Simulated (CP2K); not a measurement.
# CH6SeSn (SMILES C[Se][SnH3]): PM3

Aim: the energy change on altering one bond length of CH6SeSn at PM3, from 2 runs. 

Program for the calculation: CP2K 2026.2.

### 1 The structure to begin with

CH6SeSn: 9 atoms, total charge 0, spin state singlet. SMILES: `C[Se][SnH3]`. Geometry: a GFN2-xTB relaxation, a rough one for these elements and not checked as a minimum.

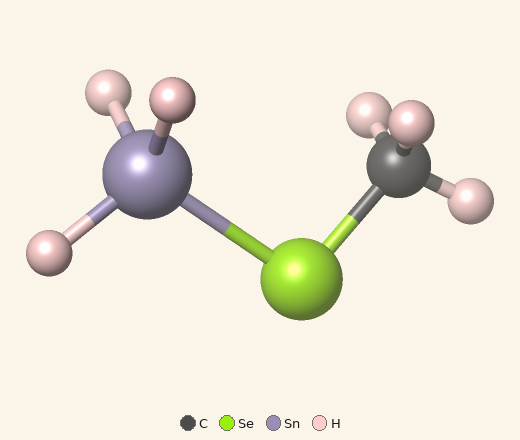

The structure, seen from a chosen angle (carbon dark grey, selenium green, tin purple, hydrogen pink).

### 2 A single-point energy at PM3

The input, gas.inp:

```
&FORCE_EVAL
  METHOD QS
  &DFT
    &QS
      METHOD PM3
      EPS_DEFAULT 1.0E-10
      &SE
        &COULOMB
          CUTOFF [angstrom] 50
          RC_RANGE [angstrom] 0
        &END
        &EXCHANGE
          CUTOFF [angstrom] 50
          RC_RANGE [angstrom] 0
        &END
      &END
    &END
    &POISSON
      PERIODIC NONE
      POISSON_SOLVER ANALYTIC
    &END
    &SCF
      SCF_GUESS ATOMIC
      EPS_SCF 1.0E-07
      MAX_SCF 150
      ADDED_MOS 2
      &DIAGONALIZATION
        ALGORITHM STANDARD
      &END
      &MIXING
        METHOD DIRECT_P_MIXING
        ALPHA 0.4
      &END
    &END
    &PRINT
      &MOMENTS
        PERIODIC F
        REFERENCE COM
        MAX_MOMENT 1
      &END
      &MO ON
        ENERGIES T
        OCCUPATION_NUMBERS T
        NDIGITS 6
        &EACH
          QS_SCF 0
        &END
        ADD_LAST NUMERIC
      &END
      &HIRSHFELD OFF
      &END
    &END
  &END
  &SUBSYS
    &CELL
      ABC 15.4 16.4 16.3
      PERIODIC NONE
    &END
    &COORD
      C     -0.739930     1.166920    -1.067050
      Se    -0.514920    -0.771860    -1.201830
      Sn     0.686320    -1.164450     0.966370
      H     -1.326640     1.410630    -0.186730
      H      0.231900     1.649220    -1.028300
      H     -1.270830     1.476950    -1.961900
      H      2.118910    -0.286120     1.062810
      H      1.047870    -2.784910     1.121560
      H     -0.232670    -0.696380     2.295060
    &END
    &TOPOLOGY
      &CENTER_COORDINATES
      &END
    &END
  &END
&END

&GLOBAL
  PROJECT gas
  RUN_TYPE ENERGY
  PRINT_LEVEL MEDIUM
&END
```

The run is started by

```sh
$ OMP_NUM_THREADS=1 cp2k.psmp -i gas.inp > gas.out 2>&1
```

Output (excerpt; [...] marks lines left out):

```text
CP2K| version string:                                       CP2K version 2026.2
[...]
 GLOBAL| Method name                                                        CP2K
[...]
 GLOBAL| Run type                                                         ENERGY
[...]
                             - Atoms:                                          9
[...]
                             - Spherical basis functions:                     18
[...]
 Number of electrons:                                                         20
[...]
     1 P_Mix/Diag. 0.40E+00    0.0     0.83786715       -14.1185276140 -1.41E+01
[...]
    19 DIIS/Diag.  0.48E-07    0.0     0.00000009       -17.8886146757 -3.91E-14
  *** SCF run converged in    19 steps ***
  Core-core repulsion energy [eV]:                            834.28854409048756
  Core Hamiltonian energy [eV]:                              -727.12269627052854
  Two-electron integral energy [eV]:                        -1187.87961684643233
  Electronic energy [eV]:                                   -1321.06250469374459
  Total energy [eV]:                                         -486.77396060325719
  Atomic reference energy [eV]:                               487.78462171843665
  Heat of formation [kcal/mol]:                                23.30640083499899
[...]
 SE_DIPOLE| Moment [Debye]          0.00391977      -1.73938285      -0.49431747
 SE_DIPOLE| Derivative [a.u.]       0.00000000       0.00000000       0.00000000
 ENERGY| Total FORCE_EVAL ( QS ) energy [hartree]            -17.888614675727862
[...]
```

Run time: 1.1 s. Hardware: 1 thread of Intel Xeon Platinum 8488C (Sapphire Rapids), shared host; peak memory 0.19 GiB.

### 3 The distorted shape at the same level

The input, calc.inp:

```
&GLOBAL
    PROJECT_NAME calc
    RUN_TYPE ENERGY
    PRINT_LEVEL MEDIUM
&END GLOBAL

&FORCE_EVAL
    METHOD Quickstep
    &DFT
        &QS
            METHOD PM3
            EPS_DEFAULT 1.0E-10
            &SE
                &COULOMB
                    CUTOFF [angstrom] 50
                    RC_RANGE [angstrom] 0
                &END COULOMB
                &EXCHANGE
                    CUTOFF [angstrom] 50
                    RC_RANGE [angstrom] 0
                &END EXCHANGE
            &END SE
        &END QS
        &POISSON
            PERIODIC NONE
            POISSON_SOLVER ANALYTIC
        &END POISSON
        &SCF
            SCF_GUESS ATOMIC
            EPS_SCF 1.0E-07
            MAX_SCF 150
            ADDED_MOS 2
            &DIAGONALIZATION
                ALGORITHM STANDARD
            &END DIAGONALIZATION
            &MIXING
                METHOD DIRECT_P_MIXING
                ALPHA 0.4
            &END MIXING
        &END SCF
        &PRINT
            &MOMENTS
                PERIODIC F
                REFERENCE COM
                MAX_MOMENT 1
            &END MOMENTS
            &MO ON
                ENERGIES T
                OCCUPATION_NUMBERS T
                NDIGITS 6
                &EACH
                    QS_SCF 0
                &END EACH
                ADD_LAST NUMERIC
            &END MO
            &HIRSHFELD OFF
            &END HIRSHFELD
        &END PRINT
    &END DFT
    &SUBSYS
        &CELL
            ABC 15.4 18.1 16.3
            PERIODIC NONE
        &END CELL
        &COORD
            C     -1.101484     2.787398    -1.222242
            Se    -0.876474     0.848618    -1.357022
            Sn     0.324766     0.456028     0.811178
            H     -1.688194     3.031108    -0.341922
            H     -0.129654     3.269698    -1.183492
            H     -1.632384     3.097428    -2.117092
            H      1.757356     1.334358     0.907618
            H      1.047870    -2.784910     1.121560
            H     -0.594224     0.924098     2.139868
        &END COORD
        &TOPOLOGY
            &CENTER_COORDINATES
            &END CENTER_COORDINATES
        &END TOPOLOGY
    &END SUBSYS
&END FORCE_EVAL
```

The run is started by

```sh
$ OMP_NUM_THREADS=1 cp2k.psmp -i calc.inp -o calc.out
```

Output (excerpt; [...] marks lines left out):

```text
CP2K| version string:                                       CP2K version 2026.2
[...]
 GLOBAL| Method name                                                        CP2K
[...]
 GLOBAL| Run type                                                         ENERGY
[...]
 GENERATE| WARNING:: No connections detected for Hydrogen - Atom Nr:         8 !
 GENERATE|  Preliminary Number of Bonds generated:                             0
 GENERATE|  Achieved consistency in connectivity generation.
[...]
                             - Atoms:                                          9
[...]
                             - Spherical basis functions:                     18
[...]
 Number of electrons:                                                         20
[...]
     1 P_Mix/Diag. 0.40E+00    0.0     0.80648227       -14.1703693620 -1.42E+01
[...]
    27 DIIS/Diag.  0.56E-07    0.0     0.00000006       -17.7262126763  0.00E+00
  *** SCF run converged in    27 steps ***
  Core-core repulsion energy [eV]:                            807.38062238941018
  Core Hamiltonian energy [eV]:                              -725.12551530268877
  Two-electron integral energy [eV]:                        -1129.21976909112959
  Electronic energy [eV]:                                   -1289.73539984825379
  Total energy [eV]:                                         -482.35477745884344
  Atomic reference energy [eV]:                               487.78462171843665
  Heat of formation [kcal/mol]:                               125.21519318888862
[...]
 SE_DIPOLE| Moment [Debye]         -0.42377151      -0.29017376      -0.83546065
 SE_DIPOLE| Derivative [a.u.]       0.00000000       0.00000000       0.00000000
 ENERGY| Total FORCE_EVAL ( QS ) energy [hartree]            -17.726212676340058
[...]
```

Wall time 1 s (1 thread of Intel Xeon Platinum 8488C (Sapphire Rapids), shared host); peak memory 0.19 GiB.

### 4 Summary of results

At PM3:

| quantity | value |
| --- | --- |
| first shape: total energy | -17.88861 Eh |
| first shape: dipole moment | 1.81 D |
| first shape: HOMO energy | -9.45 eV |
| first shape: LUMO energy | -2.84 eV |
| first shape: HOMO–LUMO gap | 6.60 eV |
| first shape: heat of formation | 23.3 kcal/mol |
| distorted shape: total energy | -17.72621 Eh |
| distorted shape: dipole moment | 0.98 D |
| distorted shape: HOMO energy | -9.24 eV |
| distorted shape: LUMO energy | -3.36 eV |
| distorted shape: HOMO–LUMO gap | 5.88 eV |
| distorted shape: heat of formation | 125.2 kcal/mol |
| energy change with the Sn3–H8 bond stretched from 1.668 to 3.335 Å | 4.419 eV |

One bond (distorted shape) is far stretched, which a spin-restricted single reference describes badly. With the Sn3–H8 bond stretched from 1.668 to 3.335 Å the energy rises by 4.42 eV (102 kcal/mol). The first shape isn't relaxed at this level, so the change isn't measured from a minimum. A restricted reference can't describe the breaking bond well at this length.
